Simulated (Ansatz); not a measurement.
# SiN₂H (doublet): the correlation ladder, cc-pVDZ

Aim: climb from Hartree-Fock through coupled cluster for SiN₂H (doublet) at one geometry and basis, and see what each rung misses.

Program: Ansatz 0.2.0, Gaussian basis. Level of theory: cc-pVDZ, core rule «outside noble gas», up to 7 orbitals frozen. These are calculated values, not measurements.

To be run: UHF; CCSD(T) on ROHF; CCSD(T) on UHF; BCCD(T) on ROHF; CISD as a restricted active space (open shells left free, so some higher excitations enter); CCSDT(Q) on ROHF; CCSDT(Q) on UHF.

16 further runs of the same task are left out: 8 that didn't finish, 8 set aside as unsound or not needed. Runs told in other sessions of the task aren't counted.

## (1) The geometry

The geometry is a PBE0/def2-TZVP stationary point (not a proven minimum).

4 atoms, charge 0, spin multiplicity 2.

Atoms are counted from 1 here; the program's logs count them from 0.

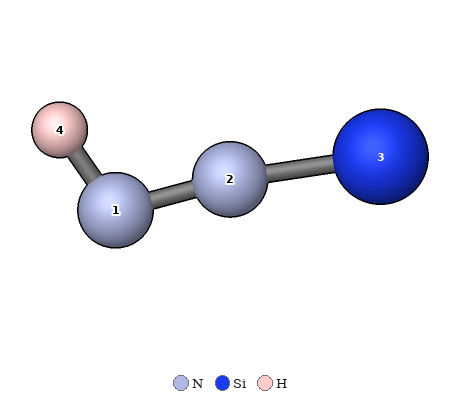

The structure; nitrogen light blue, silicon blue, hydrogen pink; atoms are numbered from 1 in the order of the file.

In the tables R marks a restricted open-shell determinant and U an unrestricted one; energies count from the table's Hartree-Fock row.

## (2) UHF

Input file in.yaml:

```yaml
crystal:
  periodic: [false, false, false]
  atoms:
    - {symbol: N, position_ang: [0.000005, -0.302572, 0.908543]}
    - {symbol: N, position_ang: [-0.000014, -0.160541, -0.334175]}
    - {symbol: Si, position_ang: [0.000002, -0.160128, -1.936811]}
    - {symbol: H, position_ang: [0.000007, 0.623240, 1.362442]}
basis:
  gaussian: {orbitals: cc-pVDZ}
magnetization: {spin_polarized: true, initial_magnetization: 1}
hamiltonian: {xc: hf}
output: {orbitals: {seedname: orbitals}}
```

Started as:

```console
ansatz run in.yaml --threads 1 --pin off --events-out ev --progress --plain --max-ram 2393MiB
```

Standard output:

```text
Functional definition: HF
  name "HF"
  cite "Fock, Z. Phys. 61, 126 (1930) doi:10.1007/BF01340294"
  parent pbe
  exchange = exact_x
  correlation = 0
501 factors; integrals over basis functions are off by at most 1.5e-3 eV
mean field evaluation 1: about -10836.5874 eV, gradient 1.8e1 eV
mean field evaluation 2: about -10836.6908 eV, gradient 1.8e1 eV
mean field evaluation 4: about -10838.8386 eV, gradient 3.0e0 eV
mean field evaluation 8: about -10839.1235 eV, gradient 5.7e-1 eV
mean field evaluation 16: about -10839.1989 eV, gradient 7.9e-4 eV
mean field evaluation 32: about -10838.1534 eV, gradient 3.7e0 eV
mean field evaluation 64: about -10839.1604 eV, gradient 4.2e-1 eV
mean field evaluation 96: about -10832.0926 eV, gradient 1.4e1 eV
mean field evaluation 128: about -10839.1989 eV, gradient 1.3e-2 eV
mean field evaluation 160: about -10838.3863 eV, gradient 6.8e0 eV
mean field -10839.19894065 eV, -398.3332139961 hartree, gradient 4.2e-5 eV, S^2 0.999107; 3 other end points of the search recorded, 0 dependent functions left out
reference -10839.19894065 eV, -398.3332139961 hartree; 15, 14 occupied and 36, 37 virtual orbitals, 501 factors
Total energy: -10839.19894065 eV, -398.3332139961 hartree
```

It took 1.1 s on 1 thread of Arm Neoverse V2, shared host.

From the report: ⟨S²⟩ of the determinant 0.999 (pure doublet: 0.75).

## (3) CCSD(T) on ROHF

Edit in.yaml of step 2 so:

```diff
@@ -9,4 +9,3 @@
   gaussian: {orbitals: cc-pVDZ}
-magnetization: {spin_polarized: true, initial_magnetization: 1}
-hamiltonian: {xc: hf}
-output: {orbitals: {seedname: orbitals}}
+magnetization: {spin_polarized: false, initial_magnetization: 1}
+correlation: {method: ccsd_t, electrons: outside_noble_gas}
```

Launched as before.

Standard output (excerpt; [...] marks lines left out):

```text
Functional definition: HF
  name "HF"
  cite "Fock, Z. Phys. 61, 126 (1930) doi:10.1007/BF01340294"
  parent pbe
[...]
501 factors; integrals over basis functions are off by at most 1.5e-3 eV
[...]
mean field -10838.73560366 eV, -398.3161866755 hartree, gradient 1.4e-6 eV, S^2 0.750000; 6 other end points of the search recorded, 0 dependent functions left out
[...]
determinant -10838.73560366 eV, -398.3161866755 hartree, with singles and doubles -10850.39626432 eV, -398.7447080510 hartree
determinant -10836.99451586 eV, -398.2522028792 hartree, with singles and doubles -10848.81756863 eV, -398.6866920547 hartree
determinant -10836.45943648 eV, -398.2325390746 hartree, with singles and doubles -10847.67345859 eV, -398.6446467860 hartree
7 core orbitals not correlated: weight in the atoms' cores, before any rotation towards them, 1.000 or more for the frozen orbitals, at most 0.000 for the correlated occupied ones
reference -10838.73560366 eV, -398.3161866755 hartree; 8, 7 occupied and 36, 37 virtual orbitals, 501 factors
second order -10.98764675 eV of doubles, -0.13411653 eV of singles
cycle   1  -11.66203156 eV  change   -1.4e-3 eV  update   4.6e-3
[...]
cycle   9  -11.66738397 eV  change    1.5e-5 eV  update   1.0e-5
perturbative correction -0.53246944 eV, -0.0195678909 hartree
Total energy: -10850.93545706 eV, -398.7645230189 hartree
```

Run time: 4.3 s. Hardware: 1 thread of Arm Neoverse V2, shared host.

From the report: correlation -12.1999 eV; T1 0.045; largest double amplitude 0.09.

## (4) CCSD(T) on UHF

Edit in.yaml of step 3 so:

```diff
@@ -9,3 +9,3 @@
   gaussian: {orbitals: cc-pVDZ}
-magnetization: {spin_polarized: false, initial_magnetization: 1}
+magnetization: {spin_polarized: true, initial_magnetization: 1}
 correlation: {method: ccsd_t, electrons: outside_noble_gas}
```

Same command.

Standard output (excerpt; [...] marks lines left out):

```text
Functional definition: HF
  name "HF"
  cite "Fock, Z. Phys. 61, 126 (1930) doi:10.1007/BF01340294"
  parent pbe
[...]
501 factors; integrals over basis functions are off by at most 1.5e-3 eV
[...]
mean field -10839.19894065 eV, -398.3332139961 hartree, gradient 3.1e-6 eV, S^2 0.999109; 14 other end points of the search recorded, 0 dependent functions left out
determinant -10839.19894065 eV, -398.3332139961 hartree, with singles and doubles -10850.40828736 eV, -398.7451498896 hartree
determinant -10837.60035851 eV, -398.2744671858 hartree, with singles and doubles -10848.75684571 eV, -398.6844605283 hartree
determinant -10837.22897168 eV, -398.2608189716 hartree, with singles and doubles -10848.71975445 eV, -398.6830974496 hartree
determinant -10837.14001888 eV, -398.2575500167 hartree, with singles and doubles -10848.81557373 eV, -398.6866187433 hartree
determinant -10836.87782073 eV, -398.2479144122 hartree, with singles and doubles -10847.15707590 eV, -398.6256700724 hartree
determinant -10836.63116193 eV, -398.2388498686 hartree, with singles and doubles -10847.64844272 eV, -398.6437274697 hartree
determinant -10836.57657333 eV, -398.2368437743 hartree, with singles and doubles -10847.67533782 eV, -398.6447158463 hartree
determinant -10836.22612573 eV, -398.2239650628 hartree, with singles and doubles -10846.58750844 eV, -398.6047388540 hartree
7 core orbitals not correlated: weight in the atoms' cores, before any rotation towards them, 1.000 or more for the frozen orbitals, at most 0.000 for the correlated occupied ones
reference -10839.19894065 eV, -398.3332139961 hartree; 8, 7 occupied and 36, 37 virtual orbitals, 501 factors
second order -10.18992413 eV of doubles, -0.00000000 eV of singles
cycle   1  -11.21108331 eV  change   -1.7e-3 eV  update   4.2e-3
[...]
cycle   9  -11.21739135 eV  change    2.8e-6 eV  update   7.9e-6
perturbative correction -0.49163451 eV, -0.0180672350 hartree
Total energy: -10850.90796652 eV, -398.7635127599 hartree
```

Wall time 7.5 s (1 thread of Arm Neoverse V2, shared host).

From the report: ⟨S²⟩ of the determinant 0.999 (pure doublet: 0.75); correlation -11.7090 eV; T1 0.048; largest double amplitude 0.08.

## (5) BCCD(T) on ROHF

Edit in.yaml of step 4 so:

```diff
@@ -9,3 +9,3 @@
   gaussian: {orbitals: cc-pVDZ}
-magnetization: {spin_polarized: true, initial_magnetization: 1}
-correlation: {method: ccsd_t, electrons: outside_noble_gas}
+magnetization: {spin_polarized: false, initial_magnetization: 1}
+correlation: {method: bccd_t, electrons: outside_noble_gas}
```

Same command.

Standard output (excerpt; [...] marks lines left out):

```text
Functional definition: HF
  name "HF"
  cite "Fock, Z. Phys. 61, 126 (1930) doi:10.1007/BF01340294"
  parent pbe
[...]
501 factors; integrals over basis functions are off by at most 1.5e-3 eV
[...]
mean field -10838.73560366 eV, -398.3161866755 hartree, gradient 1.4e-6 eV, S^2 0.750000; 6 other end points of the search recorded, 0 dependent functions left out
[...]
determinant -10838.73560366 eV, -398.3161866755 hartree, with singles and doubles -10850.39626432 eV, -398.7447080510 hartree
determinant -10836.99451586 eV, -398.2522028792 hartree, with singles and doubles -10848.81756863 eV, -398.6866920547 hartree
determinant -10836.45943648 eV, -398.2325390746 hartree, with singles and doubles -10847.67345859 eV, -398.6446467860 hartree
7 core orbitals not correlated: weight in the atoms' cores, before any rotation towards them, 1.000 or more for the frozen orbitals, at most 0.000 for the correlated occupied ones
reference -10838.73560366 eV, -398.3161866755 hartree; 8, 7 occupied and 36, 37 virtual orbitals, 501 factors
second order -10.98764675 eV of doubles, -0.13411653 eV of singles
cycle   1  -11.60332992 eV  change    5.7e-2 eV  update   3.9e-2
[...]
cycle  13  -11.63861250 eV  change   -7.6e-7 eV  update   1.4e-5
perturbative correction -0.55644320 eV, -0.0204489105 hartree
Total energy: -10850.93065936 eV, -398.7643467065 hartree
```

Run time: 4.9 s. Hardware: 1 thread of Arm Neoverse V2, shared host.

From the report: correlation -12.1951 eV; largest double amplitude 0.09.

## (6) CISD as a restricted active space (open shells left free, so some higher excitations enter)

Edit in.yaml of step 5 so:

```diff
@@ -10,2 +10,2 @@
 magnetization: {spin_polarized: false, initial_magnetization: 1}
-correlation: {method: bccd_t, electrons: outside_noble_gas}
+correlation: {active_space: {ras: {orbitals: [7, 1, 36], electrons: 15, max_holes: 2, max_particles: 2}, fixed_orbitals: true}}
```

The command is unchanged.

Standard output:

```text
Functional definition: HF
  name "HF"
  cite "Fock, Z. Phys. 61, 126 (1930) doi:10.1007/BF01340294"
  parent pbe
  exchange = exact_x
  correlation = 0
501 factors; integrals over basis functions are off by at most 1.5e-3 eV
mean field evaluation 1: about -10836.6870 eV, gradient 2.4e1 eV
mean field evaluation 2: about -10836.7886 eV, gradient 2.4e1 eV
mean field evaluation 4: about -10838.6227 eV, gradient 3.3e0 eV
mean field evaluation 8: about -10838.6932 eV, gradient 6.7e-1 eV
mean field evaluation 16: about -10838.7356 eV, gradient 3.6e-3 eV
mean field evaluation 32: about -10836.9400 eV, gradient 2.5e0 eV
mean field -10838.73560366 eV, -398.3161866755 hartree, gradient 1.4e-6 eV, S^2 0.750000; 4 other end points of the search recorded, 0 dependent functions left out
reference -10838.73560366 eV, -398.3161866755 hartree; 15, 14 occupied and 36, 37 virtual orbitals, 501 factors
state -10848.98415156 eV, -398.6928138642 hartree
Total energy: -10848.98415156 eV, -398.6928138642 hartree
```

Wall time 7 s (1 thread of Arm Neoverse V2, shared host).

From the report: 164,852 determinants.

## (7) CCSDT(Q) on ROHF

Edit in.yaml of step 6 so:

```diff
@@ -10,2 +10,2 @@
 magnetization: {spin_polarized: false, initial_magnetization: 1}
-correlation: {active_space: {ras: {orbitals: [7, 1, 36], electrons: 15, max_holes: 2, max_particles: 2}, fixed_orbitals: true}}
+correlation: {method: ccsdt_q, electrons: outside_noble_gas}
```

The command is unchanged.

Standard output (excerpt; [...] marks lines left out):

```text
Functional definition: HF
  name "HF"
  cite "Fock, Z. Phys. 61, 126 (1930) doi:10.1007/BF01340294"
  parent pbe
[...]
955 factors; integrals over basis functions are off by at most 2.2e-7 eV
[...]
mean field -10838.73569635 eV, -398.3161900818 hartree, gradient 2.6e-6 eV, S^2 0.750000; 6 other end points of the search recorded, 0 dependent functions left out
[...]
determinant -10838.73569635 eV, -398.3161900818 hartree, with singles and doubles -10850.39635494 eV, -398.7447113814 hartree
determinant -10836.99460964 eV, -398.2522063257 hartree, with singles and doubles -10848.81766285 eV, -398.6866955169 hartree
determinant -10836.45954471 eV, -398.2325430520 hartree, with singles and doubles -10847.67356886 eV, -398.6446508383 hartree
7 core orbitals not correlated: weight in the atoms' cores, before any rotation towards them, 1.000 or more for the frozen orbitals, at most 0.000 for the correlated occupied ones
reference -10838.73569635 eV, -398.3161900818 hartree; 8, 7 occupied and 36, 37 virtual orbitals, 955 factors
second order -10.98766207 eV of doubles, -0.13411628 eV of singles
cycle   1  -10.99044775 eV  change    1.4e-1 eV  update   1.6e-1
[...]
cycle  22  -12.22316611 eV  change    9.2e-7 eV  update   1.7e-6
perturbative correction -0.06381915 eV, -0.0023453104 hartree
Total energy: -10851.02268160 eV, -398.7677284614 hartree
```

It took 3 min on 1 thread of Arm Neoverse V2, shared host; peak memory 1.2 GiB.

From the report: correlation -12.2870 eV; T1 0.046; largest double amplitude 0.11.

## (8) CCSDT(Q) on UHF

Edit in.yaml of step 7 so:

```diff
@@ -9,3 +9,3 @@
   gaussian: {orbitals: cc-pVDZ}
-magnetization: {spin_polarized: false, initial_magnetization: 1}
+magnetization: {spin_polarized: true, initial_magnetization: 1}
 correlation: {method: ccsdt_q, electrons: outside_noble_gas}
```

The command is unchanged.

Standard output (excerpt; [...] marks lines left out):

```text
Functional definition: HF
  name "HF"
  cite "Fock, Z. Phys. 61, 126 (1930) doi:10.1007/BF01340294"
  parent pbe
[...]
955 factors; integrals over basis functions are off by at most 2.2e-7 eV
[...]
mean field -10839.19903349 eV, -398.3332174079 hartree, gradient 2.8e-6 eV, S^2 0.999111; 14 other end points of the search recorded, 0 dependent functions left out
determinant -10839.19903349 eV, -398.3332174079 hartree, with singles and doubles -10850.40837670 eV, -398.7451531726 hartree
determinant -10837.60046283 eV, -398.2744710195 hartree, with singles and doubles -10848.75694129 eV, -398.6844640410 hartree
determinant -10837.22907130 eV, -398.2608226326 hartree, with singles and doubles -10848.71986706 eV, -398.6831015880 hartree
determinant -10837.14011303 eV, -398.2575534764 hartree, with singles and doubles -10848.81566907 eV, -398.6866222468 hartree
determinant -10836.87792980 eV, -398.2479184205 hartree, with singles and doubles -10847.15718671 eV, -398.6256741443 hartree
determinant -10836.63126921 eV, -398.2388538111 hartree, with singles and doubles -10847.64855152 eV, -398.6437314680 hartree
determinant -10836.57668109 eV, -398.2368477346 hartree, with singles and doubles -10847.67544878 eV, -398.6447199241 hartree
determinant -10836.22623956 eV, -398.2239692459 hartree, with singles and doubles -10846.58762261 eV, -398.6047430497 hartree
7 core orbitals not correlated: weight in the atoms' cores, before any rotation towards them, 1.000 or more for the frozen orbitals, at most 0.000 for the correlated occupied ones
reference -10839.19903349 eV, -398.3332174079 hartree; 8, 7 occupied and 36, 37 virtual orbitals, 955 factors
second order -10.18993598 eV of doubles, -0.00000000 eV of singles
cycle   1  -10.43838468 eV  change   -2.5e-1 eV  update   1.4e-1
[...]
cycle  25  -11.76054202 eV  change   -8.8e-7 eV  update   5.4e-7
perturbative correction -0.07135321 eV, -0.0026221820 hartree
Total energy: -10851.03092872 eV, -398.7680315377 hartree
```

It took 2.9 min on 1 thread of Arm Neoverse V2, shared host; peak memory 0.91 GiB.

From the report: ⟨S²⟩ of the determinant 0.999 (pure doublet: 0.75); correlation -11.8319 eV; T1 0.053; largest double amplitude 0.11.

## (9) The ladder

No level here is safe as a reference; RCCSDT(Q) serves as a yardstick only. Rows without a time are mean-field rows or come out of runs for another level: lower rungs of the coupled-cluster runs, or the Hartree-Fock search.

Differences are taken before rounding.

```csv
method,energy from the lowest ROHF (meV),from RCCSDT(Q) (meV),time
ROHF,0.0,+12287.1,
UHF,-463.3,+11823.7,
RMP2,-11121.8,+1165.3,
UMP2,-10653.3,+1633.8,
CISD,-10248.5,+2038.5,7 s
RCCSD,-11667.4,+619.7,
UCCSD,-11680.7,+606.3,
RCCSD(T),-12199.9,+87.2,4.3 s
UCCSD(T),-12172.4,+114.7,7.5 s
BCCD(T),-12195.1,+92.0,4.9 s
RCCSDT,-12223.3,+63.8,
UCCSDT,-12224.0,+63.1,
RCCSDT(Q),-12287.1,0,3 min
UCCSDT(Q),-12295.3,-8.2,2.9 min
```

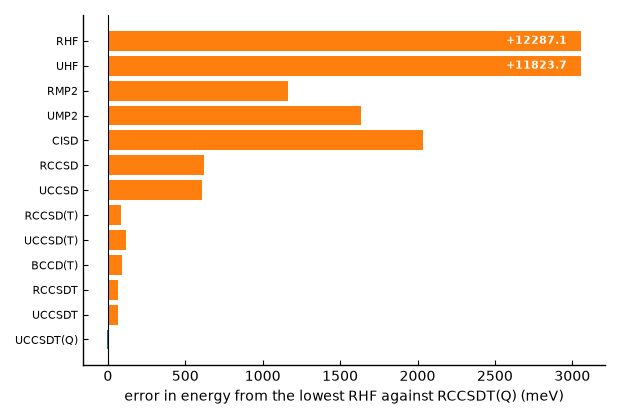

How far each level lands from RCCSDT(Q). Bars with a number in them are cut short.

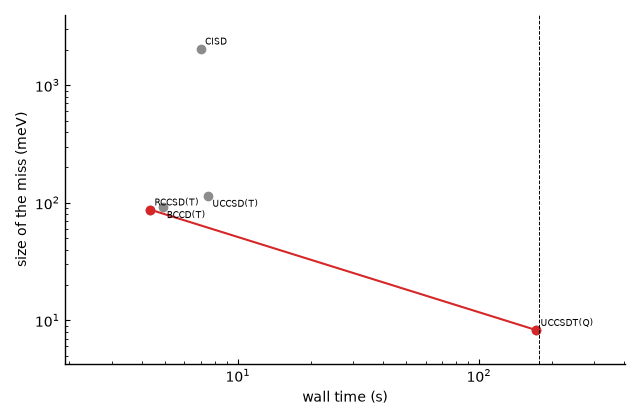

Miss against cost. Red marks the levels that no quicker level drawn beats (of those quicker than the yardstick), and the dashed line is the time of RCCSDT(Q). Times are from a shared host.

With the free atoms at the same levels and basis (separate runs), the atomisation energy is 10.769 eV at RCCSDT(Q), 10.703 eV at RCCSD(T), 10.671 eV at UCCSD(T), 5.269 eV at ROHF.

## (10) Outcome

| quantity | value |
| --- | --- |
| RCCSDT(Q) from the ROHF energy | -12.2871 eV |
| RMP2 from RCCSDT(Q) | +1165.3 meV |
| UMP2 from RCCSDT(Q) | +1633.8 meV |
| RCCSD from RCCSDT(Q) | +619.7 meV |
| RCCSD(T) from RCCSDT(Q) | +87.2 meV |
| UCCSD(T) from RCCSDT(Q) | +114.7 meV |
| UCCSDT(Q) from RCCSDT(Q) | -8.2 meV |
| T1 diagnostic | 0.045 |

RCCSD(T) misses by +87.2 meV, 0.7 % of the correlation energy. CCSD(T) misses by +87.2 meV on the restricted determinant and by +114.7 meV on the unrestricted one; the two need not hold the same state or core. Warnings: spin contamination; large T1 diagnostic.

With open shells the CI space here admits some higher excitations, so it is larger than plain CISD.
